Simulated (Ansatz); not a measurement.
The parent structure is Ir in the fcc (Cu type) structure (space group Fm-3m, No. 225; a = 3.845 Å; relaxed with 0.1 eV smearing). Axes: x, y, z lie along the cube axes.

Structures relaxed with Kohn–Sham DFT with the r2SCAN functional, run in Ansatz (an electronic-structure program) with PAW and 500 eV plane waves, no spin-orbit coupling.

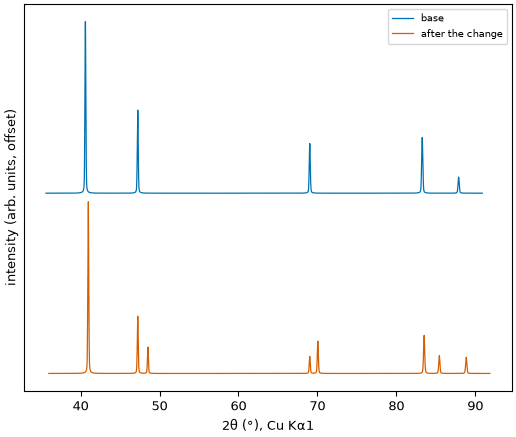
Figure: Simulated powder patterns before (top) and after one change

**Question.** Which change produced these results?
A) uniaxial strain ε_zz = −2.50 %
B) uniaxial strain ε_zz = −1.50 %
C) uniaxial strain ε_zz = −1.00 %
D) uniaxial strain ε_zz = −2.00 %

**Answer.** A, uniaxial strain ε_zz = −2.50 %. Its volume per atom is 13.86 Å³ against 14.21 Å³, and its space group is I4/mmm (No. 139).

Stability against distortions was not tested. All final runs are without spin polarisation.
